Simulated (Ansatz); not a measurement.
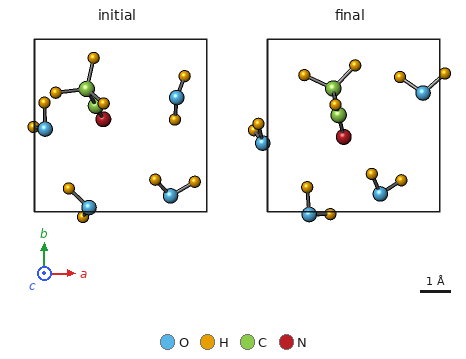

The structure of an amorphous cell of composition H11C2NO4 before (left) and after (right) a relaxation, at one scale.

The picture is a ball-and-stick view of the cell of the calculation, seen along the c axis.

The cell holds 4 H2O + 1 CH3CN. The run prepares the start of a later molecular dynamics calculation, from a guessed geometry.

Computed with DFT PBE, scalar-relativistic, plane waves, PAW (Ansatz). (plane-wave cutoff 420 eV; k-point mesh 1 × 1 × 1; occupations fermi dirac; smearing width 0.05 eV; no spin polarisation; atoms relaxed in a fixed cell; force threshold 0.3 eV/Å; at most 15 steps)

What changed between the two?

The relaxation stopped without meeting its thresholds, so the last structure isn't shown to be converged. It used up its limit of 15 steps. After 14 geometry steps the energy has fallen by 2.406 eV per cell of the calculation. Largest force component: 2.3 eV/Å at the start, 0.45 eV/Å at the end. An H atom moves most: 1.62 Å roughly along [0 2 −1]. By element the largest moves are H 1.62 Å, O 1.14 Å, N 1.04 Å, C 0.77 Å. The cell stays as it was. Near-neighbour distances that change, for instance: H–O 0.969 → 1.007 Å, C–C 1.461 → 1.440 Å, C–N 1.178 → 1.161 Å, H–O 0.969 → 0.986 Å. Among the angles between lasting bonds that change: H–O–H 104.0° → 102.0°. Cost: 20 s on 1 thread of Arm Neoverse V2 (shared host), peak memory 0.31 GiB.

Limits of the set-up: the periodic images lie only 5.9 Å apart, so the values are limited by the cell's size.
